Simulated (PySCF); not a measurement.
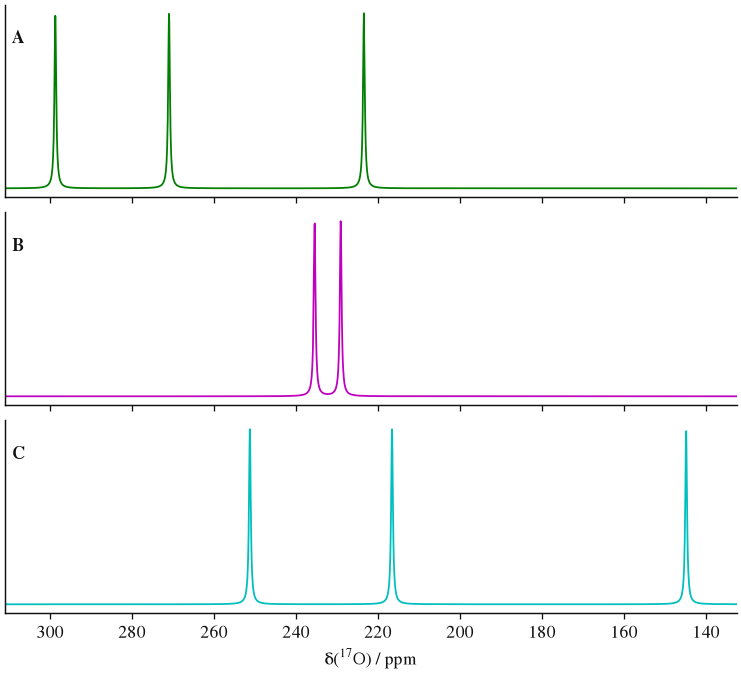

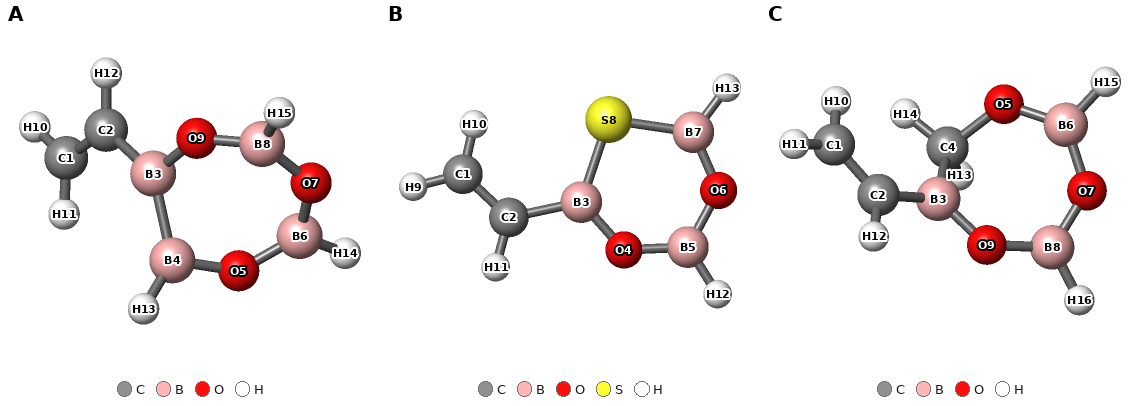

Related molecules: A is C₂H₆B₄O₃, SMILES C=CB1BOBOBO1; B is C₂H₅B₃O₂S, SMILES C=CB1OBOBS1; C is C₃H₇B₃O₃, SMILES C=CB1COBOBO1. GIAO ¹⁷O shifts against H₂O (¹⁷O: a single water molecule, while the usual scale starts at liquid water and gives values some tens of ppm lower), PBE0/pcSseg-1 with PySCF 2.14.0, at a GFN2-xTB geometry (no frequency check); fully decoupled, line heights follow the number of nuclei within a panel, widths are arbitrary (no quadrupolar broadening); values of one conformer, averaged over nuclei that symmetry, rotation about single bonds or ring flips exchange, these motions taken as fast; other conformers aren't averaged in.

### Assign the ¹⁷O signals of each molecule.

A: 298.6 (O5); 270.9 (O9); 223.3 (O7)
B: 235.4 (O6); 229.0 (O4)
C: 251.2 (O9); 216.5 (O7); 144.7 (O5)

Limits of at least one run: the tight-binding geometry is rougher than a DFT one and adds to the error.
